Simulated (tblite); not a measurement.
## C₄H₁₀ClSi: geometry relaxation (part 4 of 4)

C₄H₁₀ClSi, multiplicity 2; GFN2-xTB geometry optimisation, gas phase (tblite 0.8.0). It belongs to a series of runs on one base structure; here: H removed from sp3 C.

Geometry of the input (Å):
```
C  0.3185  1.5570  -0.7218
C  0.4107  0.3929  0.2066
Si 1.9854  -0.6111  -0.0598
C  -0.7252  -0.5770  0.0860
C  -2.0709  0.0242  0.3890
Cl -3.2857  -1.2849  0.1817
H  1.0128  2.3916  -0.4945
H  0.4277  1.2846  -1.7676
H  0.4418  0.7711  1.2423
H  2.9668  -0.1926  0.9243
H  1.6605  -2.0356  0.1972
H  2.4502  -0.4688  -1.4389
H  -0.5237  -1.3743  0.8634
H  -0.6912  -1.0497  -0.9094
H  -2.0613  0.2745  1.4865
H  -2.3239  0.9070  -0.1966
```

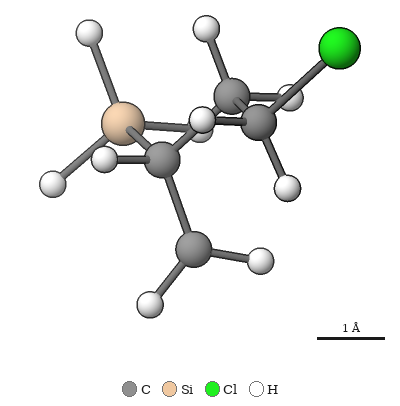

Fig. 1: The geometry at step 82 of the log (ball-and-stick view, seen at a tilt).

**Trajectory as extended XYZ, continued**
```
16
Properties=species:S:1:pos:R:3:forces:R:3 step=73 energy=-540.44058
C     0.5043    1.4344   -0.5602   -0.0060  -0.0060   0.0030
C     0.4163    0.2707    0.3067    0.0010  -0.0040   0.0040
Si    2.1075   -0.6255   -0.0410   -0.0120   0.0030  -0.0180
C    -0.7638   -0.6514    0.0109    0.0000   0.0080   0.0000
C    -2.0705    0.0487    0.3500   -0.0010   0.0130   0.0020
Cl   -3.4671   -1.0212    0.0493    0.0190   0.0050   0.0030
H     0.9338    2.3539   -0.2160   -0.0040  -0.0030   0.0030
H     0.1905    1.3707   -1.5836   -0.0110   0.0130  -0.0080
H     0.4001    0.5621    1.3594    0.0100   0.0050  -0.0020
H     3.1708    0.2953    0.3506   -0.0080   0.0000  -0.0010
H     2.2060   -1.8636    0.7383   -0.0090  -0.0090   0.0180
H     2.1329   -0.9385   -1.4669    0.0130  -0.0050  -0.0010
H    -0.6837   -1.5677    0.5990    0.0050   0.0000   0.0000
H    -0.7663   -0.9255   -1.0453    0.0040  -0.0010  -0.0010
H    -2.1064    0.3295    1.4029   -0.0150  -0.0210   0.0160
H    -2.2120    0.9370   -0.2653    0.0120   0.0040  -0.0150
16
Properties=species:S:1:pos:R:3:forces:R:3 step=75 energy=-540.44082
C     0.5042    1.4355   -0.5613   -0.0100  -0.0030   0.0110
C     0.4171    0.2727    0.3064   -0.0070  -0.0150   0.0030
Si    2.1061   -0.6263   -0.0407    0.0000  -0.0100  -0.0100
C    -0.7617   -0.6513    0.0111   -0.0110  -0.0010   0.0010
C    -2.0689    0.0475    0.3499    0.0040   0.0160   0.0060
Cl   -3.4660   -1.0205    0.0463    0.0180   0.0020  -0.0040
H     0.9328    2.3550   -0.2169    0.0030   0.0080   0.0050
H     0.1830    1.3751   -1.5822   -0.0110   0.0050  -0.0230
H     0.4003    0.5661    1.3585    0.0120  -0.0020   0.0000
H     3.1729    0.2912    0.3491   -0.0080   0.0040  -0.0010
H     2.2018   -1.8633    0.7422   -0.0090   0.0020   0.0070
H     2.1302   -0.9406   -1.4663    0.0130  -0.0070   0.0010
H    -0.6819   -1.5676    0.5989    0.0140  -0.0010   0.0020
H    -0.7649   -0.9256   -1.0450    0.0100   0.0000  -0.0020
H    -2.1064    0.3244    1.4039   -0.0140  -0.0060   0.0070
H    -2.2063    0.9365   -0.2654   -0.0040   0.0100  -0.0020
16
Properties=species:S:1:pos:R:3:forces:R:3 step=77 energy=-540.44104
C     0.5012    1.4379   -0.5609   -0.0040   0.0050   0.0000
C     0.4177    0.2743    0.3063   -0.0010  -0.0030  -0.0050
Si    2.1047   -0.6280   -0.0412    0.0050  -0.0140   0.0090
C    -0.7604   -0.6502    0.0115   -0.0030  -0.0050   0.0040
C    -2.0680    0.0475    0.3499    0.0040   0.0000   0.0060
Cl   -3.4617   -1.0227    0.0410    0.0010   0.0000  -0.0130
H     0.9338    2.3558   -0.2167    0.0010   0.0070   0.0020
H     0.1800    1.3795   -1.5824   -0.0080  -0.0010  -0.0070
H     0.4029    0.5694    1.3581    0.0060  -0.0110   0.0000
H     3.1745    0.2879    0.3438   -0.0070   0.0060  -0.0020
H     2.1971   -1.8616    0.7484   -0.0080   0.0090  -0.0040
H     2.1257   -0.9455   -1.4657    0.0140  -0.0120  -0.0060
H    -0.6802   -1.5661    0.6000    0.0140  -0.0030  -0.0010
H    -0.7621   -0.9248   -1.0447    0.0040   0.0010   0.0040
H    -2.1087    0.3176    1.4056   -0.0080   0.0140  -0.0040
H    -2.2041    0.9377   -0.2643   -0.0100   0.0070   0.0150
16
Properties=species:S:1:pos:R:3:forces:R:3 step=78 energy=-540.44111
C     0.4994    1.4390   -0.5606    0.0000   0.0070  -0.0050
C     0.4180    0.2746    0.3061    0.0040   0.0040  -0.0070
Si    2.1047   -0.6290   -0.0414    0.0010  -0.0080   0.0100
C    -0.7603   -0.6497    0.0117    0.0040  -0.0020   0.0050
C    -2.0679    0.0479    0.3500   -0.0010  -0.0070   0.0030
Cl   -3.4598   -1.0240    0.0389   -0.0050   0.0000  -0.0130
H     0.9342    2.3560   -0.2165   -0.0020   0.0040  -0.0010
H     0.1799    1.3806   -1.5829   -0.0060  -0.0020   0.0050
H     0.4045    0.5699    1.3579    0.0020  -0.0130  -0.0020
H     3.1751    0.2870    0.3419   -0.0070   0.0060  -0.0010
H     2.1958   -1.8610    0.7504   -0.0070   0.0060  -0.0040
H     2.1253   -0.9470   -1.4657    0.0140  -0.0140  -0.0070
H    -0.6801   -1.5655    0.6005    0.0130  -0.0030  -0.0020
H    -0.7614   -0.9245   -1.0445    0.0000   0.0010   0.0070
H    -2.1100    0.3161    1.4061   -0.0050   0.0170  -0.0040
H    -2.2049    0.9386   -0.2633   -0.0060   0.0040   0.0170
16
Properties=species:S:1:pos:R:3:forces:R:3 step=80 energy=-540.44127
C     0.4955    1.4409   -0.5605    0.0050   0.0030  -0.0070
C     0.4188    0.2751    0.3049    0.0110   0.0100  -0.0070
Si    2.1053   -0.6315   -0.0414   -0.0040   0.0100  -0.0050
C    -0.7601   -0.6492    0.0124    0.0120   0.0070   0.0010
C    -2.0677    0.0485    0.3507   -0.0090  -0.0120  -0.0010
Cl   -3.4571   -1.0252    0.0346   -0.0120   0.0010  -0.0090
H     0.9338    2.3568   -0.2169   -0.0050  -0.0020  -0.0060
H     0.1769    1.3824   -1.5836   -0.0030  -0.0010   0.0200
H     0.4077    0.5694    1.3573   -0.0010  -0.0110  -0.0060
H     3.1763    0.2847    0.3399   -0.0070   0.0050   0.0000
H     2.1936   -1.8605    0.7538   -0.0050  -0.0050  -0.0020
H     2.1287   -0.9494   -1.4663    0.0100  -0.0150   0.0040
H    -0.6794   -1.5650    0.6012    0.0100   0.0020  -0.0010
H    -0.7611   -0.9242   -1.0437   -0.0050   0.0010   0.0050
H    -2.1121    0.3154    1.4069   -0.0020   0.0110   0.0000
H    -2.2066    0.9405   -0.2607    0.0060  -0.0030   0.0130
16
Properties=species:S:1:pos:R:3:forces:R:3 step=82 energy=-540.44148
C     0.4922    1.4431   -0.5613    0.0030  -0.0020   0.0030
C     0.4203    0.2761    0.3029    0.0050   0.0020  -0.0010
Si    2.1054   -0.6341   -0.0414    0.0040   0.0180  -0.0210
C    -0.7585   -0.6491    0.0133    0.0050   0.0070  -0.0060
C    -2.0667    0.0481    0.3515   -0.0050  -0.0040  -0.0010
Cl   -3.4559   -1.0238    0.0288   -0.0090   0.0030  -0.0030
H     0.9316    2.3586   -0.2182   -0.0040  -0.0010  -0.0080
H     0.1670    1.3860   -1.5822    0.0010  -0.0010   0.0150
H     0.4103    0.5684    1.3558    0.0030  -0.0010  -0.0030
H     3.1766    0.2823    0.3389   -0.0060   0.0050   0.0010
H     2.1894   -1.8602    0.7581   -0.0040  -0.0100  -0.0030
H     2.1341   -0.9539   -1.4666    0.0040  -0.0120   0.0210
H    -0.6754   -1.5656    0.6009    0.0010   0.0100   0.0040
H    -0.7605   -0.9241   -1.0427   -0.0080  -0.0010  -0.0050
H    -2.1138    0.3151    1.4077    0.0010  -0.0060   0.0040
H    -2.2038    0.9422   -0.2570    0.0070  -0.0060   0.0020
16
Properties=species:S:1:pos:R:3:forces:R:3 step=84 energy=-540.44159
C     0.4925    1.4440   -0.5614   -0.0010   0.0000   0.0070
C     0.4211    0.2769    0.3023   -0.0030  -0.0030   0.0030
Si    2.1049   -0.6343   -0.0419    0.0090   0.0040  -0.0050
C    -0.7571   -0.6490    0.0133   -0.0040   0.0000  -0.0060
C    -2.0662    0.0468    0.3518    0.0040   0.0030   0.0020
Cl   -3.4564   -1.0225    0.0251   -0.0010   0.0040  -0.0030
H     0.9311    2.3596   -0.2182    0.0010   0.0050  -0.0050
H     0.1620    1.3889   -1.5803    0.0000  -0.0030   0.0000
H     0.4110    0.5684    1.3552    0.0060   0.0030   0.0040
H     3.1759    0.2830    0.3363   -0.0020   0.0030   0.0010
H     2.1865   -1.8593    0.7609   -0.0010   0.0020  -0.0090
H     2.1332   -0.9597   -1.4654    0.0030  -0.0100   0.0120
H    -0.6716   -1.5656    0.6005   -0.0050   0.0100   0.0050
H    -0.7596   -0.9239   -1.0426   -0.0080  -0.0020  -0.0070
H    -2.1149    0.3132    1.4081    0.0040  -0.0120   0.0030
H    -2.2000    0.9424   -0.2553   -0.0030  -0.0030  -0.0020
16
Properties=species:S:1:pos:R:3:forces:R:3 step=85 energy=-540.44163
C     0.4928    1.4443   -0.5610   -0.0010   0.0020   0.0050
C     0.4213    0.2771    0.3024   -0.0030  -0.0020   0.0030
Si    2.1049   -0.6340   -0.0423    0.0060  -0.0030   0.0050
C    -0.7569   -0.6488    0.0132   -0.0050  -0.0020  -0.0030
C    -2.0662    0.0464    0.3518    0.0050   0.0030   0.0020
Cl   -3.4565   -1.0225    0.0236    0.0020   0.0050  -0.0040
H     0.9314    2.3598   -0.2178    0.0020   0.0060  -0.0030
H     0.1618    1.3898   -1.5797   -0.0010  -0.0040  -0.0030
H     0.4116    0.5685    1.3553    0.0040   0.0020   0.0050
H     3.1758    0.2841    0.3342   -0.0010   0.0020   0.0010
H     2.1859   -1.8585    0.7620    0.0010   0.0070  -0.0100
H     2.1317   -0.9627   -1.4645    0.0040  -0.0090   0.0030
H    -0.6708   -1.5651    0.6006   -0.0060   0.0060   0.0030
H    -0.7594   -0.9236   -1.0429   -0.0070  -0.0010  -0.0040
H    -2.1157    0.3118    1.4084    0.0050  -0.0120   0.0020
H    -2.1993    0.9424   -0.2546   -0.0050  -0.0010  -0.0030
16
Properties=species:S:1:pos:R:3:forces:R:3 step=87 energy=-540.44169
C     0.4923    1.4453   -0.5598    0.0000   0.0030  -0.0010
C     0.4217    0.2772    0.3024    0.0010   0.0020   0.0000
Si    2.1057   -0.6340   -0.0427   -0.0050  -0.0060   0.0140
C    -0.7569   -0.6483    0.0128    0.0000   0.0010   0.0020
C    -2.0664    0.0462    0.3519    0.0000   0.0010  -0.0020
Cl   -3.4562   -1.0227    0.0200    0.0030   0.0050  -0.0020
H     0.9321    2.3604   -0.2171    0.0020   0.0060   0.0000
H     0.1621    1.3911   -1.5788   -0.0020  -0.0050  -0.0020
H     0.4137    0.5680    1.3557   -0.0030  -0.0010   0.0000
H     3.1761    0.2861    0.3298    0.0010   0.0010   0.0010
H     2.1858   -1.8568    0.7643    0.0050   0.0080  -0.0080
H     2.1303   -0.9686   -1.4631    0.0050  -0.0060  -0.0070
H    -0.6706   -1.5639    0.6010   -0.0060  -0.0020  -0.0010
H    -0.7601   -0.9231   -1.0434   -0.0030   0.0000   0.0040
H    -2.1170    0.3092    1.4089    0.0050  -0.0100   0.0020
H    -2.2000    0.9429   -0.2533   -0.0030   0.0030  -0.0010
16
Properties=species:S:1:pos:R:3:forces:R:3 step=89 energy=-540.44173
C     0.4904    1.4461   -0.5591    0.0010   0.0010  -0.0040
C     0.4219    0.2771    0.3021    0.0030   0.0020  -0.0020
Si    2.1063   -0.6345   -0.0426   -0.0060   0.0010   0.0020
C    -0.7571   -0.6481    0.0124    0.0020   0.0030   0.0030
C    -2.0662    0.0467    0.3519   -0.0030   0.0000  -0.0020
Cl   -3.4560   -1.0214    0.0178    0.0000   0.0020   0.0000
H     0.9316    2.3611   -0.2175    0.0010   0.0010   0.0000
H     0.1598    1.3912   -1.5780   -0.0010  -0.0020   0.0000
H     0.4149    0.5667    1.3560   -0.0060  -0.0010  -0.0040
H     3.1765    0.2866    0.3285   -0.0010   0.0000   0.0010
H     2.1867   -1.8558    0.7655    0.0040   0.0010  -0.0010
H     2.1327   -0.9718   -1.4627    0.0020  -0.0020  -0.0010
H    -0.6713   -1.5635    0.6010   -0.0040  -0.0040  -0.0020
H    -0.7613   -0.9232   -1.0438    0.0030   0.0010   0.0050
H    -2.1165    0.3077    1.4094    0.0010  -0.0060   0.0010
H    -2.2001    0.9438   -0.2525    0.0020   0.0040   0.0030
```

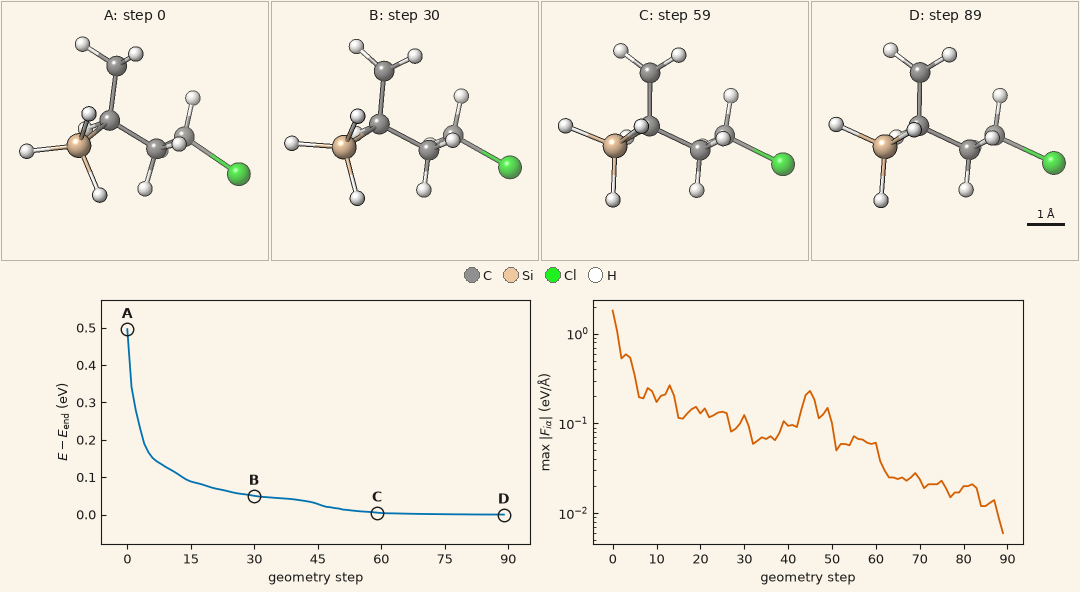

Fig. 2: Frames of the relaxation (ball-and-stick view, seen at a tilt) above the curves, on which the letters mark them (steps are counted from 0).

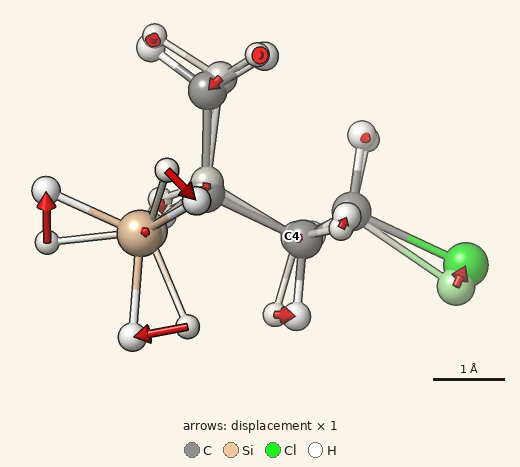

Fig. 3: Start (faint) and end (solid) with the displacements as red arrows, at true length (ball-and-stick view, seen at a tilt). The two geometries are laid on each other by the best rigid fit. The energy falls by 0.496 eV in 89 geometry steps. The largest force component goes from 1.8 to 0.006 eV/Å. The atom that moves furthest after the best rigid fit is H11 (0.81 Å). By element the largest moves are H 0.81 Å, Cl 0.35 Å, C 0.26 Å, Si 0.13 Å. Distances before and after: C2–Si3 1.886 → 1.946 Å, C4–H13 1.132 → 1.092 Å, C1–C2 1.492 → 1.454 Å, C1–H7 1.109 → 1.072 Å. Among the angles that change: H7–C1–H8 108.8° → 118.3°, C1–C2–Si3 112.3° → 103.4°, C2–C1–H8 113.4° → 120.5°. (Atoms are counted from 1 in the order of the input.)
